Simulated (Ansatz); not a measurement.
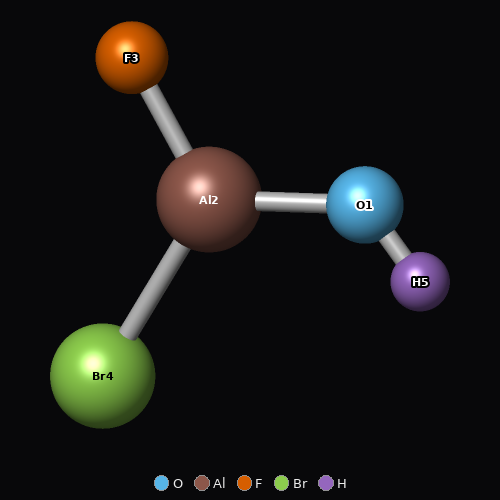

The system is AlBrFHO, SMILES [OH][Al]([F])[Br]; the picture shows the reference structure. Coordinates scanned: (1) bond length O1–Al2; (2) bond length Al2–Br4. Nothing is relaxed (all other coordinates rigid). The scan uses a 13 × 13 grid. Points are written as (first, second). All energies are given in kJ/mol relative to the lowest grid point. The reference is spin-restricted, which grows unreliable where a bond is stretched far. Level of theory: RKS CAM-B3LYP-D4/def2-TZVP in Ansatz 0.2.0.

Its coordinates:

```xyz
5

O     0.4550    1.1891   -0.0412
Al   -0.0551   -0.3708    0.2681
F     0.0944   -0.9418    1.7905
Br   -0.9257   -1.7010   -1.2937
H     0.4196    1.6337   -0.8872
```

Range: bond length O1–Al2 from 1.369 to 2.505 Å; bond length Al2–Br4 from 1.872 to 2.897 Å.

> What will the energy surface look like?

The lowest grid point is at (1.653 Å, 2.214 Å). No other kind of well shows on this grid. The highest grid point, (2.505 Å, 2.897 Å), lies 480 kJ/mol above the lowest. Round the minimum the two coordinates are nearly uncoupled.

```csv
"bond length Al2–Br4 ↓, bond length O1–Al2 →",1.369,1.464,1.559,1.653,1.748,1.843,1.937,2.032,2.127,2.221,2.316,2.410,2.505
2.897,379,232,164,145,155,184,222,266,311,356,400,441,480
2.812,356,209,140,120,131,159,197,241,286,331,375,416,456
2.726,333,185,116,96,106,134,172,215,261,306,350,391,431
2.641,310,162,93,72,82,110,148,191,236,281,325,367,406
2.555,289,140,71,50,59,87,124,167,212,257,301,343,382
2.470,270,121,51,30,39,66,103,146,191,236,280,321,361
2.385,256,106,35,14,22,49,86,129,173,218,261,303,342
2.299,247,96,25,3,11,37,74,116,160,205,248,290,329
2.214,246,95,23,0,8,33,69,111,155,199,243,284,323
2.128,256,104,32,8,15,40,76,117,161,205,248,289,328
2.043,282,129,56,32,38,63,98,139,182,225,268,309,348
1.957,330,177,103,78,83,107,142,182,225,268,310,351,389
1.872,408,254,178,153,157,181,214,254,296,339,381,421,460
```

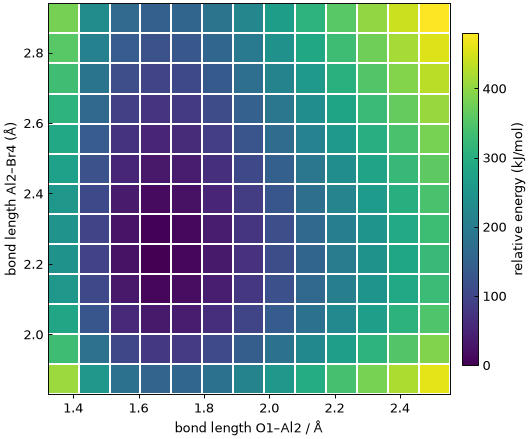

The picture shows one coloured cell a grid point.

Each point was launched as `ansatz run input.yaml --threads 1 --pin off --max-ram 2560MiB --backend cpu --events-out ev --progress --plain --runs-dir out`. The whole map (169 points run) took 22 min on 1 thread of Arm Neoverse V2, with other jobs on the host.
